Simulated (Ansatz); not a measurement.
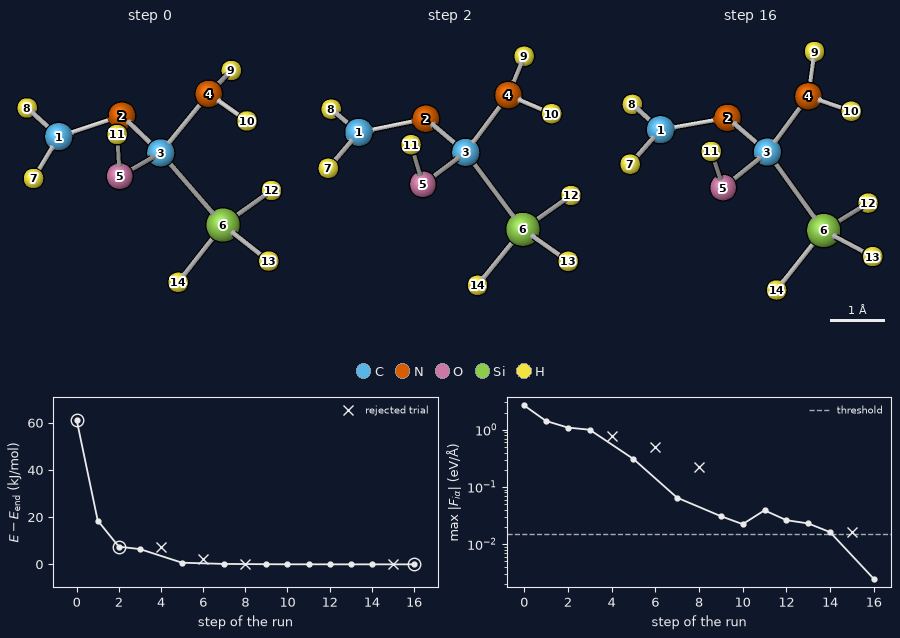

Frames of a relaxation of C₂H₈N₂OSi, marked on the history of the run. A ball-and-stick model, seen from a free direction.

The run prepares an end point of a later path (torsion) calculation, from a guessed geometry.

Theory: RKS B3LYP/6-31G (Ansatz 0.2.0). Settings: no spin polarisation; force threshold 0.015 eV/Å; at most 40 steps.

What happens along the run?

Answer. Over 12 accepted moves (16 points after the start) the energy falls by 61.3 kJ/mol. Largest force component: 2.7 eV/Å at the start, 0.0025 eV/Å at the end. The line search rejected the trial steps at points 4, 6, 8, 15 of the run. The atom that moves furthest after the best rigid fit is H9 (0.51 Å). Largest moves by element: H 0.51 Å, O 0.28 Å, N 0.16 Å, C 0.16 Å, Si 0.10 Å. Some distances before and after: C3–N4 1.544 → 1.442 Å, C3–O5 1.393 → 1.462 Å, C1–H8 1.138 → 1.087 Å, O5–H11 0.936 → 0.985 Å. Among the angles between lasting bonds that change: O5–C3–Si6 116.4° → 103.3°, C3–N4–H10 104.3° → 117.3°, C3–N4–H9 104.6° → 114.9°. From step 0 to 2: H9 moves most (0.30 Å), energy −53.8 kJ/mol. From step 2 to 16: H9 moves most (0.23 Å), energy −7.49 kJ/mol.

```
step  E − E(0), kJ/mol  largest force component, eV/Å      note
   0              0.00                         2.6642          
   1            -42.71                         1.4261          
   2            -53.78                         1.0921          
   3            -54.80                         1.0007          
   4            -54.03                         0.7691  rejected
   5            -60.58                         0.3087          
   6            -58.85                         0.5048  rejected
   7            -61.09                         0.0649          
   8            -60.92                         0.2244  rejected
   9            -61.21                         0.0308          
  10            -61.25                         0.0223          
  11            -61.25                         0.0390          
  12            -61.27                         0.0262          
  13            -61.27                         0.0230          
  14            -61.27                         0.0162          
  15            -61.27                         0.0163  rejected
  16            -61.27                         0.0025
```
